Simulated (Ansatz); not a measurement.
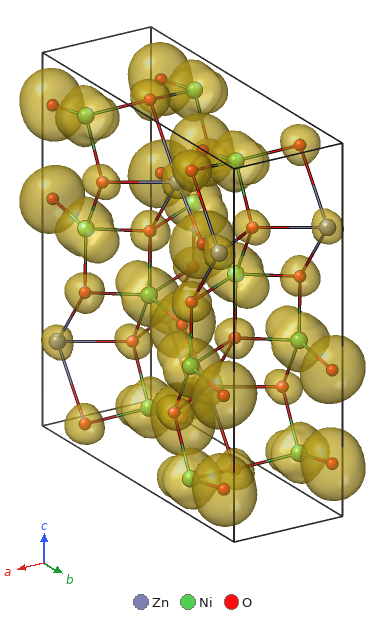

ZnNi$_{2}$O$_{5}$. Isosurfaces of the spin density at +0.03 (yellow) and −0.03 e/Å³ (cyan), seen at an oblique angle. Sticks mark near contacts.

Space group Cmcm; a generated structure, not necessarily the stable one; the SCF solution may not be the lowest one; the program warned that another magnetic order may lie lower; spin-polarised.

All numbers below come from DFT PBE, scalar-relativistic, plane waves, PAW (Ansatz 0.2.0).

```
Zn Ni O
1.0
     3.54354    0.00000    0.00000
     0.00000   10.02136    0.00000
     0.00000    0.00000   11.18101
Zn Ni O
4 8 20
Direct
  0.00000 0.07755 0.25000
  0.50000 0.57755 0.25000
  0.00000 0.92245 0.75000
  0.50000 0.42245 0.75000
  0.00000 0.77380 0.09875
  0.50000 0.27380 0.09875
  0.00000 0.77380 0.40125
  0.50000 0.27380 0.40125
  0.00000 0.22620 0.90125
  0.50000 0.72620 0.90125
  0.00000 0.22620 0.59875
  0.50000 0.72620 0.59875
  0.00000 0.94692 0.12466
  0.50000 0.44692 0.12466
  0.00000 0.94692 0.37534
  0.50000 0.44692 0.37534
  0.00000 0.05308 0.87534
  0.50000 0.55308 0.87534
  0.00000 0.05308 0.62466
  0.50000 0.55308 0.62466
  0.00000 0.68680 0.25000
  0.50000 0.18680 0.25000
  0.00000 0.77837 0.57395
  0.50000 0.27837 0.57395
  0.00000 0.77837 0.92605
  0.50000 0.27837 0.92605
  0.00000 0.31320 0.75000
  0.50000 0.81320 0.75000
  0.00000 0.22163 0.07395
  0.50000 0.72163 0.07395
  0.00000 0.22163 0.42605
  0.50000 0.72163 0.42605
```

**Where is the spin, and how is it ordered?**

The spin density sits on Ni: +0.7 μB (×8); O: +0.6 μB (×8) in one cell of 32 atoms, with smaller moments on other sites: Zn (up to +0.05 μB) and O (up to +0.07 μB): parallel moments (a ferromagnetic arrangement) in this solution. The cell of the calculation (16 atoms) carries 6.1 μB of net spin moment. Only one sign reaches the isovalue.
